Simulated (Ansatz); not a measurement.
# C2H5B (SMILES BC=C) at CCSD(T)/6-311+G(d,p)

Aim: the vertical ionisation energy of C2H5B at CCSD(T)/6-311+G**, from 2 runs. 

Program for the calculation: Ansatz 0.2.0.

50 further runs of the same task are left out: 50 set aside as unsound or not needed.

## 1. The structure to begin with

The species is C2H5B (8 atoms), meant as a singlet with charge 0. As SMILES, `BC=C`. Geometry: relaxed at PBE0-D4/def2-TZVP.

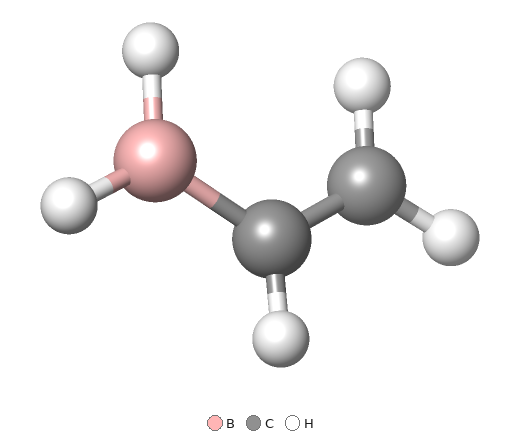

The structure, seen from a chosen angle (boron pink, carbon grey, hydrogen white).

## 2. The energy at CCSD(T)/6-311+G(d,p)

Contents of in.yaml:

```yaml
basis:
  gaussian:
    orbitals: 6-311+G_st__st_.json
crystal:
  periodic: [false, false, false]
  atoms:
    - {symbol: B, position_ang: [-0.619200, 0.876300, -0.693900]}
    - {symbol: C, position_ang: [0.322000, 0.273500, 0.357500]}
    - {symbol: C, position_ang: [0.459500, -1.054300, 0.465500]}
    - {symbol: H, position_ang: [-1.226400, 0.135900, -1.414800]}
    - {symbol: H, position_ang: [-0.762800, 2.058300, -0.813400]}
    - {symbol: H, position_ang: [0.897400, 0.899500, 1.037300]}
    - {symbol: H, position_ang: [-0.092700, -1.722500, -0.189400]}
    - {symbol: H, position_ang: [1.114300, -1.523800, 1.195500]}
accuracy: high
correlation:
  method: ccsd_t
  frozen_orbitals: {B: 1, C: 1, H: 0}
scf:
  omitted_lower_state_checks: [cluster_reference, increment]
```

The basis set 6-311+G** is read from a file made from the Basis Set Exchange's data (not shown).

The run is started by

```sh
$ ansatz run in.yaml --threads 1 --pin off --max-ram 3480MiB --events-out events.jsonl --progress --plain --runs-dir runs
```

Output, shortened:

```text
Warning: RAYON_NUM_THREADS=1 ignored (pool sized by the plan → 1); use --threads N
Functional definition: HF
  name "HF"
[...]
1914 factors; integrals over basis functions are off by at most 3.6e-9 eV
[...]
mean field -2811.38877426 eV, -103.3166318264 hartree, gradient 3.0e-8 eV, S^2 0.000000; 0 other end points of the search recorded, 0 dependent functions left out; unrestricted orbitals would lower it
3 core orbitals not correlated: weight in the atoms' cores, before any rotation towards them, 1.000 or more for the frozen orbitals, at most 0.000 for the correlated occupied ones
reference -2811.38877426 eV, -103.3166318264 hartree; 8, 8 occupied and 85, 85 virtual orbitals, 1914 factors
second order -10.07172827 eV of doubles, -0.00000000 eV of singles
cycle   1  -10.72159935 eV  change   -6.5e-1 eV  update   7.4e-2
[...]
cycle  21  -11.12230010 eV  change   -1.4e-9 eV  update   1.1e-9
perturbative correction -0.41546965 eV, -0.0152682282 hartree
Total energy: -2822.92654401 eV, -103.7406370442 hartree
Checks for a lower state left out: cluster_reference, increment
```

Wall time 16 s (1 thread of Arm Neoverse V1, shared host); peak memory 0.7 GiB.

## 3. The doublet cation, same level

Contents of run.yaml:

```yaml
crystal:
  periodic: [false, false, false]
  atoms:
    - {symbol: B, position_ang: [-0.619200, 0.876300, -0.693900]}
    - {symbol: C, position_ang: [0.322000, 0.273500, 0.357500]}
    - {symbol: C, position_ang: [0.459500, -1.054300, 0.465500]}
    - {symbol: H, position_ang: [-1.226400, 0.135900, -1.414800]}
    - {symbol: H, position_ang: [-0.762800, 2.058300, -0.813400]}
    - {symbol: H, position_ang: [0.897400, 0.899500, 1.037300]}
    - {symbol: H, position_ang: [-0.092700, -1.722500, -0.189400]}
    - {symbol: H, position_ang: [1.114300, -1.523800, 1.195500]}
basis:
  gaussian: {orbitals: 6-311+G_st__st_.json}
scf: {omitted_lower_state_checks: [cluster_reference, increment]}
magnetization: {spin_polarized: true, initial_magnetization: 1}
correlation: {method: ccsd_t, frozen_orbitals: {B: 1, C: 1, H: 0}}
accuracy: high
total_charge: 1
```

The basis set 6-311+G** is read from a file made from the Basis Set Exchange's data (not shown).

The run is started by

```sh
$ ansatz run run.yaml --threads 1 --pin off --max-ram 3480MiB --events-out events.jsonl --progress --plain --runs-dir runs
```

Output, shortened:

```text
Warning: RAYON_NUM_THREADS=1 ignored (pool sized by the plan → 1); use --threads N
[... 2 set-up lines as earlier in the session ...]
[...]
1914 factors; integrals over basis functions are off by at most 3.6e-9 eV
[...]
mean field -2802.14549947 eV, -102.9769477431 hartree, gradient 2.8e-8 eV, S^2 0.754146; 3 other end points of the search recorded, 0 dependent functions left out
3 core orbitals not correlated: weight in the atoms' cores, before any rotation towards them, 1.000 or more for the frozen orbitals, at most 0.000 for the correlated occupied ones
reference -2802.14549947 eV, -102.9769477431 hartree; 8, 7 occupied and 85, 86 virtual orbitals, 1914 factors
second order -8.39174193 eV of doubles, -0.00000000 eV of singles
cycle   1  -9.32958345 eV  change   -9.4e-1 eV  update   6.1e-2
[...]
cycle  29  -9.66310058 eV  change   3.2e-11 eV  update   1.3e-9
perturbative correction -0.25529271 eV, -0.0093818342 hartree
Total energy: -2812.06389276 eV, -103.3414419736 hartree
Checks for a lower state left out: cluster_reference, increment
```

Run time: 62 s. Hardware: 1 thread of Arm Neoverse V1, shared host; peak memory 1.3 GiB.

## 4. Results

At CCSD(T)/6-311+G**, 3 core orbitals frozen:

```
                                                   quantity          value
                                singlet C2H5B: total energy  -103.74064 Eh
 singlet C2H5B: correlation energy (3 core orbitals frozen)     -424.0 mEh
                              singlet C2H5B: (T) correction     -15.27 mEh
                               singlet C2H5B: T1 diagnostic          0.011
                               doublet cation: total energy  -103.34144 Eh
doublet cation: correlation energy (3 core orbitals frozen)     -364.5 mEh
                             doublet cation: (T) correction      -9.38 mEh
          doublet cation: ⟨S²⟩ of the reference determinant          0.754
                              doublet cation: T1 diagnostic          0.007
         vertical ionisation energy (to the doublet cation)      10.863 eV
```

**Reading.** Removing an electron at fixed nuclei costs 10.86 eV (1048 kJ/mol). The restricted solution (singlet C2H5B) is unstable to spin breaking: an unrestricted one lies lower. The triples (singlet C2H5B) make up 3.6 % of the correlation energy. The triples (doublet cation) make up 2.6 % of the correlation energy.
